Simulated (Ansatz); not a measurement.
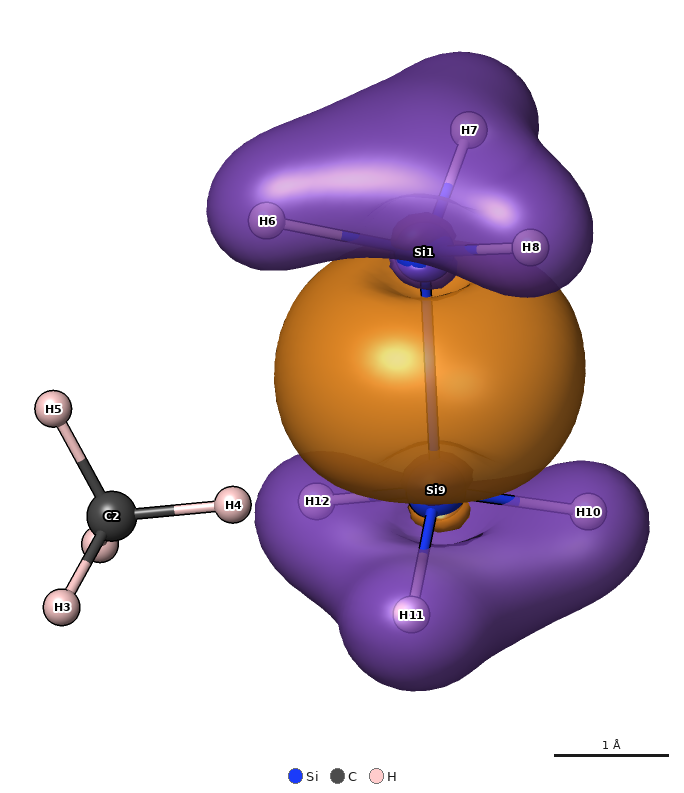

Figure 1: H6Si2···CH4. The HOMO at ±0.1 Å⁻³ᐟ² (orange and purple are the two phases), seen at an oblique angle.

Computed with Ansatz, RKS PBE0/def2-SVP.

Input file:

```
crystal:
  periodic: [false, false, false]
  atoms:
    - { symbol: Si, position_ang: [-0.456136, 0.125008, -0.313596] }
    - { symbol: C, position_ang: [0.017801, -0.027091, 2.736034] }
    - { symbol: H, position_ang: [-0.056358, -0.250437, 3.807286] }
    - { symbol: H, position_ang: [-0.076759, -0.967797, 2.178096] }
    - { symbol: H, position_ang: [0.984275, 0.44183, 2.527176] }
    - { symbol: H, position_ang: [0.547474, 1.08126, 0.232072] }
    - { symbol: H, position_ang: [-0.49268, 0.352164, -1.796797] }
    - { symbol: H, position_ang: [0.009425, -1.281355, -0.112945] }
    - { symbol: Si, position_ang: [-2.547972, 0.454321, 0.473417] }
    - { symbol: H, position_ang: [-3.54892, 0.286148, -0.635202] }
    - { symbol: H, position_ang: [-2.909351, -0.509242, 1.567875] }
    - { symbol: H, position_ang: [-2.695579, 1.849465, 1.017757] }
    - { symbol: H, position_ang: [-0.80022, 0.666625, 2.473827] }
basis:
  gaussian: { orbitals: def2-SVP }
hamiltonian:
  xc: pbe0
relax:
  f_tol: 0.03
  max_steps: 50
output:
  orbitals: {}
```

Run with:

```sh
ansatz run input.yaml --threads 2 --pin off --max-ram 3072MiB --backend cpu --events-out ev --progress --plain --runs-dir out
```

The fields are those of the run's last geometry, not of the input's.

### Where does this orbital lie, and at what energy?

Its weight (Hirshfeld) is mainly on Si9 (about 40 %) and Si1 (about 35 %). Its energy is −8.41 eV.
